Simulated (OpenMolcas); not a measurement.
# One shape, several levels: CH7NSn (SMILES C[NH][SnH3])

Wanted: a comparison of 6 runs (HF/STO-3G, B2PLYP/def2-SVP, M06-L/def2-SVP, PBE0/def2-SVP, revPBE/def2-SVP, CCSD(T)/def2-SVP) of CH7NSn. 

The calculation is run with OpenMolcas 26.06.

1 further run of the same task is left out (it didn't finish).

## 1. The system as given

CH7NSn: 10 atoms, total charge 0, spin state singlet. As SMILES, `C[NH][SnH3]`. The Sn3–H10 distance was set to 3.780 Å, away from the relaxed value. At this shape a bond of the SMILES string is far longer than usual.

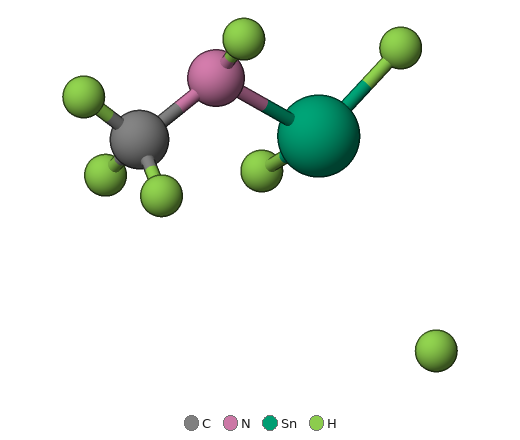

Viewed from a chosen angle; carbon grey, nitrogen pink, tin teal, hydrogen green.

## 2. The energy at HF/STO-3G (run 1)

The input, job.inp:

```
&GATEWAY
BASLIB=$CurrDir
COORD
10
angstrom
C       -2.485870      -0.547352      -0.714681
N       -1.930470      -1.838252      -0.351981
Sn      -0.690170      -1.934752       1.249619
H       -3.251670      -0.667752      -1.488181
H       -2.984270      -0.104252       0.152819
H       -1.755670       0.189248      -1.082981
H       -1.550170      -2.309352      -1.161681
H       -0.135770      -3.544352       1.334419
H       -1.640070      -1.500852       2.598219
H        2.220200       0.458400       0.948000
BASIS=STO-3G
GROUP=NoSym
&SEWARD
&SCF
THRESHOLDS=1e-10 1e-07 1e-07 1e-05
PRORBITALS=1 2
```

The basis set STO-3G is read from a file made from the Basis Set Exchange's data (not shown).

Launch:

```console
$ export MOLCAS_MEM=1860
$ pymolcas job.inp > job.log
```

The program printed:

```text
--- Start Module: gateway ---
[...]
--- Stop Module: gateway /rc=_RC_ALL_IS_WELL_ ---
--- Start Module: seward ---
[...]
      Basis functions           44
--- Stop Module: seward /rc=_RC_ALL_IS_WELL_ ---
--- Start Module: scf ---
[...]
       Convergence after  14 Iterations
[...]
::    Total SCF energy                              -6058.1981812551
[...]
      Total spin, S                                     0.0000000000
[...]
      Total electronic charge=   70.000000
      Total            charge=   -0.000000
[...]
      Dipole Moment (debye):
      Origin of the operator (angstrom)=   -0.9727   -1.7771    0.8998
                   X= -1.1520E+00               Y= -1.3040E+00               Z= -1.2047E-01           Total=  1.7441E+00
      Quadrupole Moment (debye*angstrom):
[...]
--- Stop Module: scf /rc=_RC_ALL_IS_WELL_ ---
[...]
```

Run time: 2.2 s. Hardware: 1 thread of Intel Xeon 6975P-C (Granite Rapids), shared host; peak memory 0.38 GiB.

## 3. A single-point energy at B2PLYP/def2-SVP (core potential) (run 2)

The input, mol.input:

```
* CH7NSn Kohn-Sham DFT

&GATEWAY
  BASLIB = $CurrDir
  COORD
  10
  angstrom
  C       -2.485870      -0.547352      -0.714681
  N       -1.930470      -1.838252      -0.351981
  Sn      -0.690170      -1.934752       1.249619
  H       -3.251670      -0.667752      -1.488181
  H       -2.984270      -0.104252       0.152819
  H       -1.755670       0.189248      -1.082981
  H       -1.550170      -2.309352      -1.161681
  H       -0.135770      -3.544352       1.334419
  H       -1.640070      -1.500852       2.598219
  H        2.220200       0.458400       0.948000
  BASIS = def2-SVP
  GROUP = NoSym

&SEWARD
  GRIDINPUT
  Grid=UltraFine
  End of Grid

&SCF
  KSDFT = B2PLYP_SCF
  THRESHOLDS = 1e-10 1e-07 1e-07 1e-05
  PRORBITALS = 1 2

&MBPT2
  FROZEN = 6
```

The basis set def2-SVP is read from a file made from the Basis Set Exchange's data (not shown).

Launch:

```console
$ export MOLCAS_MEM=1860
$ pymolcas mol.input > mol.log
```

The program printed:

```text
--- Start Module: gateway ---
[...]
--- Stop Module: gateway /rc=_RC_ALL_IS_WELL_ ---
[...]
      Basis functions           89
[...]
--- Start Module: scf ---
[...]
       Convergence after  16 Iterations
[...]
::    Total KS-DFT energy                            -310.5525650765
[...]
      Total spin, S                                     0.0000000000
[...]
      Total electronic charge=   42.000000
      Total            charge=   -0.000000
[...]
      Dipole Moment (debye):
      Origin of the operator (angstrom)=   -0.9727   -1.7771    0.8998
                   X= -3.2664E+00               Y= -2.1664E+00               Z= -8.3303E-01           Total=  4.0071E+00
      Quadrupole Moment (debye*angstrom):
[...]
--- Stop Module: scf /rc=_RC_ALL_IS_WELL_ ---
[...]
--- Start Module: mbpt2 ---
[...]
 ###    WARNING: MP2 implementation intended for RHF references only         ###
 ###############################################################################
MBPT2 WARNING: Reference function according to RunFile:KS-DFT
I'll assume you know what you're doing and continue
WARNING!
Default frozen orbitals as non valence orbitals is overwritten by user input.
Default values:   2
[...]
       Reference weight ( Cref**2 )         =        0.66099
::    Total MBPT2 energy                             -311.1641603054
[...]
      Total MBPT2 calculations                           0.31      0.34
--- Stop Module: mbpt2 /rc=_RC_ALL_IS_WELL_ ---
[...]
```

Run time: 28 s. Hardware: 1 thread of Intel Xeon 6975P-C (Granite Rapids), shared host; peak memory 0.49 GiB.

Run 3 isn't shown in full; the table further down has it.

## 4. The energy at PBE0/def2-SVP (core potential) (run 4)

The input, run.input:

```
&GATEWAY
BasLib=$CurrDir
Coord
10
angstrom
C       -2.485870      -0.547352      -0.714681
N       -1.930470      -1.838252      -0.351981
Sn      -0.690170      -1.934752       1.249619
H       -3.251670      -0.667752      -1.488181
H       -2.984270      -0.104252       0.152819
H       -1.755670       0.189248      -1.082981
H       -1.550170      -2.309352      -1.161681
H       -0.135770      -3.544352       1.334419
H       -1.640070      -1.500852       2.598219
H        2.220200       0.458400       0.948000
Basis=def2-SVP
Group=NoSym
&SEWARD
GridInput
Grid=UltraFine
End of Grid
&SCF
KSDFT=PBE0
Thresholds=1e-10 1e-07 1e-07 1e-05
PrOrbitals=1 2
```

The basis set def2-SVP is read from a file made from the Basis Set Exchange's data (not shown).

Launch:

```console
$ export MOLCAS_MEM=1860
$ pymolcas run.input > run.log
```

The program printed:

```text
--- Start Module: gateway ---
[...]
--- Stop Module: gateway /rc=_RC_ALL_IS_WELL_ ---
--- Start Module: seward ---
[...]
      Basis functions           89
--- Stop Module: seward /rc=_RC_ALL_IS_WELL_ ---
[...]
--- Start Module: scf ---
[...]
       Convergence after  32 Iterations
[...]
::    Total KS-DFT energy                            -310.9925080883
[...]
      Total spin, S                                     0.0000000000
[...]
      Total electronic charge=   42.000000
      Total            charge=   -0.000000
[...]
      Dipole Moment (debye):
      Origin of the operator (angstrom)=   -0.9727   -1.7771    0.8998
                   X= -3.0963E+00               Y= -1.8642E+00               Z= -1.0219E+00           Total=  3.7559E+00
      Quadrupole Moment (debye*angstrom):
[...]
--- Stop Module: scf /rc=_RC_ALL_IS_WELL_ ---
[...]
```

Run time: 48 s. Hardware: 1 thread of Intel Xeon 6975P-C (Granite Rapids), shared host; peak memory 0.49 GiB.

Run 5 isn't shown in full; the table further down has it.

## 5. A single-point energy at CCSD(T)/def2-SVP (core potential) (run 6)

The input, calc.input:

```
>>> EXPORT MOLCAS_PRINT=2
&gateway
baslib
$CurrDir
coord
10
angstrom
C       -2.485870      -0.547352      -0.714681
N       -1.930470      -1.838252      -0.351981
Sn      -0.690170      -1.934752       1.249619
H       -3.251670      -0.667752      -1.488181
H       -2.984270      -0.104252       0.152819
H       -1.755670       0.189248      -1.082981
H       -1.550170      -2.309352      -1.161681
H       -0.135770      -3.544352       1.334419
H       -1.640070      -1.500852       2.598219
H        2.220200       0.458400       0.948000
basis
def2-SVP
group
NoSym
&seward
&scf
thresholds
1e-10 1e-07 1e-07 1e-05
prorbitals
1 2
&rasscf
fileorb
$Project.ScfOrb
spin
1
nactel
0 0 0
inactive
21
ras2
0
outorbitals
Canonical
orblisting
NoCore
&motra
jobiph
frozen
6
&ccsdt
cct
triples
2
iterations
80
accuracy
1e-08
extrapolation
5 4
```

The basis set def2-SVP is read from a file made from the Basis Set Exchange's data (not shown).

Launch:

```console
$ export MOLCAS_MEM=1860
$ pymolcas calc.input > calc.log
```

The program printed:

```text
--- Start Module: gateway ---
[...]
--- Stop Module: gateway /rc=_RC_ALL_IS_WELL_ ---
[...]
      Basis functions           89
[...]
       Convergence after  17 Iterations
[...]
::    Total SCF energy                               -309.4429024858
[...]
      Total spin, S                                     0.0000000000
[...]
      Number of active orbitals                  0
[...]
      Spin quantum number                      0.0
[...]
      Active orbitals                            0
[...]
      Number of CSFs                             1
[...]
      Number of root(s) required                 1
[...]
      Convergence after  4 iterations
[...]
      Natural orbitals and occupation numbers for root  1
      ************************************************************************************************************************
      *                                                    Final results                                                     *
      ************************************************************************************************************************
[...]
::    RASSCF root number  1 Total energy:   -309.44290249
[...]
      Total electronic charge=   42.000000
      Total            charge=   -0.000000
[...]
      Dipole Moment (debye):
      Origin of the operator (angstrom)=   -0.9727   -1.7771    0.8998
                   X= -3.7918E+00               Y= -2.7572E+00               Z= -5.8346E-01           Total=  4.7245E+00
      Quadrupole Moment (debye*angstrom):
[...]
--- Start Module: motra ---
[...]
      *** WARNING: Default frozen orbitals is overwritten by user input.
      *** Default values:   2
[...]
--- Stop Module: motra /rc=_RC_ALL_IS_WELL_ ---
[...]
--- Start Module: ccsdt ---
[...]
      Convergence after                    21  Iterations
      Total energy (diff) :    -309.98489380       0.00000000
[...]
 METHOD                       : CCSD+T(CCSD)+<T3(1)WT1> = CCSD(T)
[...]
       CCSD     =      -309.9848937999561
[...]
--- Stop Module: ccsdt /rc=_RC_ALL_IS_WELL_ ---
[...]
```

It took 1.9 min on 1 thread of Intel Xeon 6975P-C (Granite Rapids), shared host; peak memory 0.49 GiB.

## 6. All runs side by side

```
run                              level  frozen core orbitals  integration grid   energy (Eh)  dipole moment (D) of the reference  HOMO energy (eV)  LUMO energy (eV)  wall time
  1                          HF/STO-3G                     –                 –  -6058.198181                                1.74             -3.24              1.97      2.2 s
  2   B2PLYP/def2-SVP (core potential)                     6         UltraFine   -310.717696                                4.01             -6.13             -2.77       28 s
  3    M06-L/def2-SVP (core potential)                     –         UltraFine   -311.260956                                4.00             -4.97             -4.01       49 s
  4     PBE0/def2-SVP (core potential)                     –         UltraFine   -310.992508                                3.76             -5.58             -3.58       48 s
  5   revPBE/def2-SVP (core potential)                     –         UltraFine   -311.141071                                3.86             -4.78             -3.96       64 s
  6  CCSD(T)/def2-SVP (core potential)                     6                 –   -310.014326                                4.72             -7.05             -1.19    1.9 min
```

## 7. What came out

```
                                          quantity          value
                               run 6: total energy  -310.01433 Eh
         run 6: dipole moment (mean-field density)         4.72 D
        run 6: HOMO energy (Hartree–Fock orbitals)       -7.05 eV
        run 6: LUMO energy (Hartree–Fock orbitals)       -1.19 eV
      run 6: HOMO–LUMO gap (Hartree–Fock orbitals)        5.86 eV
run 6: correlation energy (6 core orbitals frozen)     -571.4 mEh
                             run 6: (T) correction     -29.43 mEh
```

Over runs 1, 2, 3, 4, 5 the dipole moment (its size) runs from 1.74 D (HF/STO-3G) to 4.01 D (B2PLYP/def2-SVP). The two ends differ in method and basis and core potential. A double hybrid's value is that of its SCF part. Over runs 1, 2, 3, 4, 5 the HOMO–LUMO gap runs from 0.82 eV (revPBE/def2-SVP) to 5.22 eV (HF/STO-3G). For B2PLYP the log adds the whole second-order term; the table takes 0.27 of it, as the functional is defined. Totals of different functionals can't be ranked against each other. Some runs of one species differ in core potentials or relativity; totals across that change don't compare. In run 1 the basis is minimal, so the values are rough. In runs 1, 2, 3, 4, 5, 6 a closed-shell determinant meets a far-stretched bond, which it describes badly. In run 1 relativity is left out where basis or elements ask for it. All runs together took 5.1 min, the longest 1.9 min.
